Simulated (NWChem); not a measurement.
# CF4 (tetrafluoromethane): CAM-B3LYP/LANL2DZ

What is the electronic atomisation energy of CF4 (tetrafluoromethane) at CAM-B3LYP/LANL2DZ? 

Program for the calculation: NWChem 7.3.0.

1 further run of the same task is left out (set aside as unsound or not needed).

**1. The molecule**

CF4: 5 atoms, total charge 0, spin state singlet. SMILES: `FC(F)(F)F`. The coordinates come from a PBE0-D4/def2-TZVP relaxation.

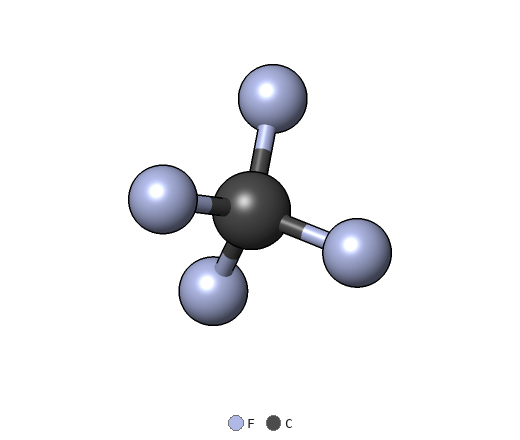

The structure, seen from a chosen angle (fluorine light blue, carbon dark grey).

**2. A single-point energy at CAM-B3LYP/LANL2DZ**

Contents of cf4.nw:

```
start cf4
memory total 2200 mb

geometry units angstroms noautosym nocenter noautoz
F    -0.850100    0.025300    0.989500
C     0.010000   -0.014700   -0.008300
F     1.157500   -0.501300    0.420100
F    -0.464000   -0.786000   -0.966200
F     0.196600    1.203000   -0.476700
end

basis spherical bse
* library LANL2DZ
end

dft
xc xcamb88 1.00 lyp 0.81 vwn_5 0.19 hfexch 1.00
cam 0.33 cam_alpha 0.19 cam_beta 0.46
grid fine
convergence energy 1e-08
direct
iterations 100
mulliken
print low
end

task dft
```

Started as:

```sh
$ nwchem cf4.nw > cf4.out
```

Log, cut to the lines that bear on the results:

```text
[...]
 d= 0,ls=0.0,diis     1   -437.1145966595 -6.43D+02  4.12D-02  1.86D+00     0.7
[...]
 d= 0,ls=0.0,diis     7   -437.3624627847 -2.85D-09  6.53D-07  2.55D-09     4.0
         Total DFT energy =     -437.362462784696
      One electron energy =    -1016.070219658013
           Coulomb energy =      419.692871422431
    Exchange-Corr. energy =      -47.205184698939
 Nuclear repulsion energy =      206.220070149824
[...]
      Total Density - Mulliken Population Analysis
     ---------------------------------------------
    Atom       Charge   Shell Charges
 -----------   ------   -------------------------------------------------------
    1 F    9     9.13   2.00  1.02  0.88  3.97  1.26
    2 C    6     5.48   2.00  0.82  0.07  2.33  0.27
    3 F    9     9.13   2.00  1.02  0.88  3.97  1.26
    4 F    9     9.13   2.00  1.02  0.88  3.97  1.26
    5 F    9     9.13   2.00  1.02  0.88  3.97  1.26
[...]
```

Wall time 4.8 s (1 thread of AMD EPYC 9R14 (Zen 4), shared host); peak memory 0.11 GiB.

**3. The C atom**

Contents of c.nw:

```
start c
memory stack 880 mb heap 220 mb global 1100 mb
geometry units angstrom noautosym nocenter noautoz
  C      0.000000     0.000000     0.000000
end
basis spherical bse
  * library LANL2DZ
end
dft
  xc xcamb88 1.00 lyp 0.81 vwn_5 0.19 hfexch 1.00
  cam 0.33 cam_alpha 0.19 cam_beta 0.46
  mult 3
  grid fine
  convergence energy 1e-08
  direct
  iterations 100
  mulliken
  print low
end
task dft energy
```

Run the same way, it converges to -37.83089 Eh (log not shown).

**4. The F atom at the same level**

Contents of test.nw:

```
start test
title "F"
memory 2200 mb
charge 0

geometry units atomic noautosym nocenter noautoz
  F      0.00000000     0.00000000     0.00000000
end

basis spherical bse
  * library LANL2DZ
end

dft
  xc xcamb88 1.00 lyp 0.81 vwn_5 0.19 hfexch 1.00
  cam 0.33 cam_alpha 0.19 cam_beta 0.46
  mult 2
  grid fine
  convergence energy 1e-08
  direct
  iterations 100
  mulliken
  print low
end

task dft
```

Started as:

```sh
$ nwchem test.nw > test.out
```

Log, cut to the lines that bear on the results:

```text
[...]
 d= 0,ls=0.0,diis     1    -99.7198922473 -9.97D+01  1.32D-02  2.66D-02     0.1
[...]
 d= 0,ls=0.0,diis     7    -99.7261211927 -1.12D-10  3.32D-08  1.24D-13     0.2
[...]
         Total DFT energy =      -99.726121192661
      One electron energy =     -139.194231925143
           Coulomb energy =       49.824197688544
    Exchange-Corr. energy =      -10.356086956062
 Nuclear repulsion energy =        0.000000000000
[...]
      Total Density - Mulliken Population Analysis
     ---------------------------------------------
    Atom       Charge   Shell Charges
 -----------   ------   -------------------------------------------------------
    1 F    9     9.00   2.00  1.04  0.96  3.74  1.26
     --------------------------------------------
      Spin Density - Mulliken Population Analysis
     --------------------------------------------
    Atom       Charge   Shell Charges
 -----------   ------   -------------------------------------------------------
    1 F    9     1.00  -0.00  0.02 -0.02  0.80  0.20
[...]
      <S2> =      0.7506 (Exact =     0.7500)
[...]
```

Wall time 0.72 s (1 thread of AMD EPYC 9R14 (Zen 4), shared host); peak memory 0.1 GiB.

**5. Summary of results**

Level: CAM-B3LYP/LANL2DZ.

| quantity | value |
| --- | --- |
| molecule: total energy | -437.36246 Eh |
| C atom: total energy | -37.83089 Eh |
| C atom: ⟨S²⟩ | 2.001 |
| F atom: total energy | -99.72612 Eh |
| F atom: ⟨S²⟩ | 0.751 |
| electronic atomisation energy | 17.064 eV |

What this shows: Taking the molecule apart into free atoms costs 17.06 eV (1646 kJ/mol), before zero-point energy and without spin-orbit coupling. The basis has no polarisation functions, which makes bonds too weak.
